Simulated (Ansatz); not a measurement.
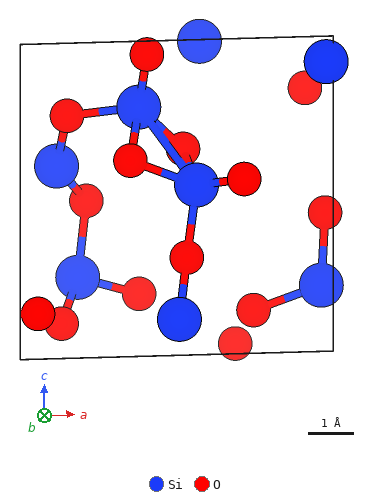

Starting frame of a dynamics run of an amorphous cell of composition Si4O7 (22 atoms in the cell). It starts from the last geometry of an earlier run, with fresh velocities. Style: ball-and-stick. Shown: the simulation cell, along the b axis. Bonds to atoms that aren't drawn are left out.

All numbers below come from Ansatz 0.2.0, DFT PBE, scalar-relativistic, plane waves, PAW.

Input
```yaml
crystal:
  lattice:
    - [7.084207, 0.066361, 0.097276]
    - [0.066361, 6.97409, -0.035855]
    - [0.097276, -0.035855, 7.132386]
  atoms:
    - { symbol: Si, position: [0.5044477768, 0.1319570901, 0.1100104451] }
    - { symbol: Si, position: [0.5590648341, 0.2088107868, 0.5348077685] }
    - { symbol: Si, position: [0.5685073152, 0.7377543872, 0.990557039] }
    - { symbol: Si, position: [0.3745251213, 0.3866239754, 0.7871704416] }
    - { symbol: Si, position: [0.1116857619, 0.6789204285, 0.60718393] }
    - { symbol: Si, position: [0.179320452, 0.8785409625, 0.2522426751] }
    - { symbol: Si, position: [0.9733723251, 0.029135555, 0.9149478185] }
    - { symbol: Si, position: [0.9577739315, 0.5907301379, 0.2061835306] }
    - { symbol: O, position: [0.2068196392, 0.8661946501, 0.4943586291] }
    - { symbol: O, position: [0.3478216164, 0.1807626396, 0.6180588045] }
    - { symbol: O, position: [0.7412112917, 0.6356418161, 0.1328581584] }
    - { symbol: O, position: [0.5280684367, 0.236353255, 0.3054706715] }
    - { symbol: O, position: [0.1280497846, 0.7172557783, 0.1068151127] }
    - { symbol: O, position: [0.145010294, 0.50414543, 0.7658434109] }
    - { symbol: O, position: [0.9055196484, 0.8100876201, 0.8336127334] }
    - { symbol: O, position: [0.6827824131, 0.983750205, 0.0283986166] }
    - { symbol: O, position: [0.4005709581, 0.2431304177, 0.9532975161] }
    - { symbol: O, position: [0.0525530781, 0.0688639877, 0.1397586637] }
    - { symbol: O, position: [0.5158292398, 0.4606489539, 0.6506745035] }
    - { symbol: O, position: [0.3756233293, 0.9392881404, 0.1946444848] }
    - { symbol: O, position: [0.9698019897, 0.5992983944, 0.4361901444] }
    - { symbol: O, position: [0.711430445, 0.0484901252, 0.5496982746] }
  symmetry: { detect: false }
basis:
  ecutwfc: 420
  xc_grid: 1
kpoints:
  mp_grid: { grid: [1, 1, 1], shift: [0.25, 0.25, 0.25] }
hamiltonian:
  xc: pbe
scf:
  occupations: { method: fermi_dirac, width: 0.1379 }
  lower_state_search: "off"
  convergence: { dr2_threshold: 1.0e-05 }
output:
  forces: true
  stress: true
md:
  timestep: 2.0
  n_steps: 157
  ensemble: nvt_langevin
  friction: 0.03
  temperature: 1600.0
  initial_velocities: maxwell_boltzmann
  seed: 87097
```

Run as
```bash
ansatz run input.yaml --threads 2 --pin off --max-ram 5120MiB --backend cpu --events-out ev --progress --plain --runs-dir out
```

What does the trajectory do?

Answer. The mean temperature in the second half is 1734 K (standard deviation 214 K). The potential energy is still drifting at the end, so the run hasn't reached equilibrium. The potential energy in the second half lies on average 289 meV per atom below the first frame. The mean pressure there is −0.3 GPa. Root-mean-square distances from the starting positions over the second half, with the common drift of all atoms taken out: Si 0.70 Å, O 0.62 Å. Against the typical shortest distance between atoms in the first frame, about 1.6 Å these are large excursions, but over 314 fs one can't yet tell strong vibration from the start of diffusion. 3 of the 22 free atoms end more than three quarters of that spacing from the start. Bond changes: 3 O–Si bonds form between 94 fs and 258 fs; 3 O–Si bonds break between 112 fs and 254 fs.

Along the run (each row but the first and the last is the mean over the interval that it begins):

| time (fs) | potential energy (meV/atom) | T (K) | p (GPa) |
| --- | --- | --- | --- |
| 0.0 | 0.0 | 1527 | 0.7 |
| 38.0 | -204.3 | 1655 | -1.0 |
| 76.0 | -215.4 | 1589 | -2.0 |
| 114.0 | -194.2 | 1545 | -3.5 |
| 152.0 | -237.1 | 1639 | -2.7 |
| 190.0 | -272.2 | 1672 | -1.2 |
| 228.0 | -297.9 | 1783 | 1.7 |
| 266.0 | -309.7 | 1788 | -0.2 |
| 304.0 | -366.5 | 1926 | 1.5 |

The paths of the atoms:

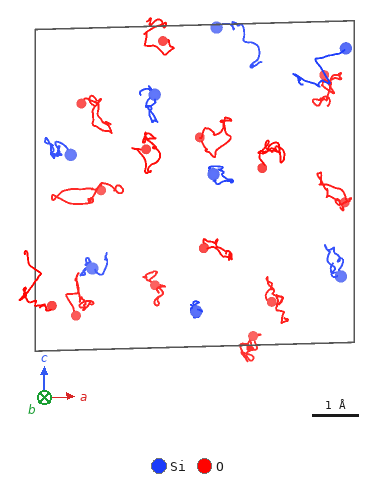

Limits of the set-up: the periodic images lie only 7.0 Å apart, so the values are limited by the cell's size.
